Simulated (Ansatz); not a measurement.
# Run report: CH5ClSi2 (charge +4), single-point calculation

The run: single-point calculation of CH5ClSi2, charge +4. Method and program: RKS RPBE/pcseg-2 (Ansatz 0.2.0).

Some settings of this run were made unusual or wrong on purpose. The geometry comes from this level: PBE0-D4/def2-TZVP.

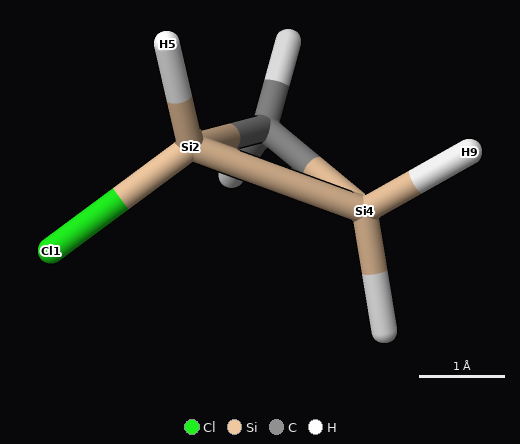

**Figure 1.** The input geometry (stick view, seen at a tilt; atoms are numbered from 1 in the order of the input). Bond lengths as drawn: Cl–Si 2.05 Å, C–H 1.09 Å, C–Si 1.88 to 1.91 Å, H–Si 1.48 Å and Si–Si 2.24 Å.

## Input
```yaml
crystal:
  periodic: [false, false, false]
  atoms:
    - {symbol: Cl, position_ang: [-0.980948, -0.129348, -2.673052]}
    - {symbol: Si, position_ang: [-0.561216, 0.652069, -0.823589]}
    - {symbol: C, position_ang: [1.004819, 0.030968, 0.003527]}
    - {symbol: Si, position_ang: [-0.476947, -0.616149, 1.023606]}
    - {symbol: H, position_ang: [-0.790309, 2.113227, -0.831510]}
    - {symbol: H, position_ang: [1.662653, 0.769806, 0.457904]}
    - {symbol: H, position_ang: [1.574951, -0.733152, -0.522742]}
    - {symbol: H, position_ang: [-0.693134, -2.079979, 0.964814]}
    - {symbol: H, position_ang: [-0.651371, -0.053743, 2.383943]}
basis:
  gaussian: {orbitals: pcseg-2}
total_charge: 4
hamiltonian: {xc: {name: RPBE}}
```

Run on 2 threads of Arm Neoverse V2, 23 GiB of memory available, shared host.

Run as:
```bash
ansatz run in.yaml --threads 2 --pin off --events-out ev --progress --plain --max-ram 4352MiB
```

## The program's output
```
Functional definition: RPBE
  name "RPBE"
  cite "Hammer, Hansen & Nørskov, Phys. Rev. B 59, 7413 (1999) doi:10.1103/PhysRevB.59.7413"
  cite "Perdew, Burke & Ernzerhof, Phys. Rev. Lett. 77, 3865 (1996) doi:10.1103/PhysRevLett.77.3865"
  parameter kappa = 0.804
  parameter beta = 0.06672455060314922
  exchange = rpbe_x(kappa = kappa, mu = beta*pi^2/3)
  correlation = pbe_c(beta = beta)
1206 factors; their error is unknown
mean field evaluation 1: about -29262.7156 eV, gradient 1.4e2 eV
mean field evaluation 2: about -28789.0539 eV, gradient 3.2e2 eV
mean field evaluation 4: about -29202.2132 eV, gradient 1.6e2 eV
mean field evaluation 8: about -29318.9470 eV, gradient 3.4e1 eV
mean field evaluation 16: about -29322.7088 eV, gradient 1.1e0 eV
mean field evaluation 32: about -29322.6984 eV, gradient 8.2e-5 eV
mean field evaluation 64: about -29322.6563 eV, gradient 8.2e-1 eV
mean field -29322.69844097 eV, -1077.5892920669 hartree, gradient 1.6e-5 eV, S^2 0.000000; 6 other end points of the search recorded, 0 dependent functions left out
reference -29322.69848517 eV, -1077.5892936910 hartree; 26, 26 occupied and 176, 176 virtual orbitals, 1206 factors
Total energy: -29322.69848517 eV, -1077.5892936910 hartree
```

## What the run reported

- outcome: converged
- total energy: −29322.6985 eV
- SCF solution under orbital rotations: stable
- wall time: 8.5 s (CPU time 16 s)
- peak memory: 0.29 GiB

A setting was made wrong on purpose: charge. The program still converged, but the numbers can't be taken as results for the intended system.
